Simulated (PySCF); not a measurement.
Potential energy curve for SMILES O=CO, singlet. The C2–H5 bond (C2 also carries O, O; H5 carries nothing else) is pulled apart rigidly from the PBE0/def2-TZVP optimised geometry.

Levels of theory: RKS-B3LYP = PySCF with restricted B3LYP/cc-pVDZ; RKS-PBE0 = restricted PBE0/cc-pVDZ (PySCF); RHF/cc-pVDZ (PySCF).

Magnitude of the dipole moment (D; its direction can reverse along the curve, and a method can change to another solution) and Mulliken charge of the fragment that holds C2:

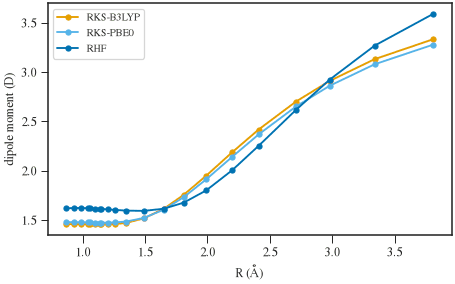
Fig. 1. Dipole moment against bond length.

```
R / Å  μ RKS-B3LYP  q RKS-B3LYP  μ RKS-PBE0  q RKS-PBE0  μ RHF  q RHF
-----  -----------  -----------  ----------  ----------  -----  -----
0.87          1.46         0.11        1.48        0.08   1.62   0.07
0.93          1.46         0.06        1.48        0.04   1.62   0.03
0.99          1.46         0.02        1.48        0.00   1.62  -0.01
1.04          1.46         0.00        1.48       -0.02   1.62  -0.03
1.06          1.46         0.00        1.48       -0.03   1.62  -0.04
1.10          1.45        -0.02        1.47       -0.04   1.62  -0.05
1.14          1.45        -0.02        1.47       -0.05   1.61  -0.06
1.15          1.45        -0.03        1.47       -0.05   1.61  -0.07
1.20          1.46        -0.03        1.47       -0.06   1.61  -0.08
1.26          1.46        -0.04        1.48       -0.06   1.60  -0.08
1.35          1.47        -0.04        1.48       -0.06   1.60  -0.09
1.49          1.52        -0.03        1.52       -0.05   1.59  -0.08
1.65          1.61        -0.01        1.60       -0.03   1.61  -0.06
1.81          1.76         0.02        1.73       -0.01   1.68  -0.03
1.99          1.95         0.04        1.91        0.02   1.80   0.00
2.20          2.19         0.06        2.14        0.05   2.01   0.04
2.41          2.42         0.08        2.37        0.07   2.25   0.06
2.71          2.70         0.09        2.65        0.08   2.62   0.09
2.98          2.91         0.10        2.86        0.09   2.92   0.11
3.34          3.13         0.10        3.08        0.09   3.27   0.12
3.81          3.33         0.10        3.28        0.09   3.59   0.12
```

The restricted form behind RKS-B3LYP, RKS-PBE0, RHF keeps the bonding electrons paired and can't separate into open-shell fragments.
